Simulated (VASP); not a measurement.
Band structure of TiB2 (AlB2 type). All values below come from r2SCAN+rVV10, VASP's PBE PAW potentials (set 64) (plane waves; VASP).

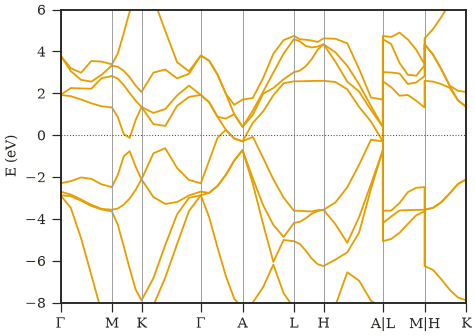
Fig. 1. Bands along high-symmetry lines, zero at the valence-band maximum or, without a gap, the Fermi level

Problem. Read the plot: is there a gap, and where are the band edges?

Solution. It has no gap at this level: it comes out as a metal or semimetal.

The compound is TiB2 in the AlB2 type structure. It was relaxed first.
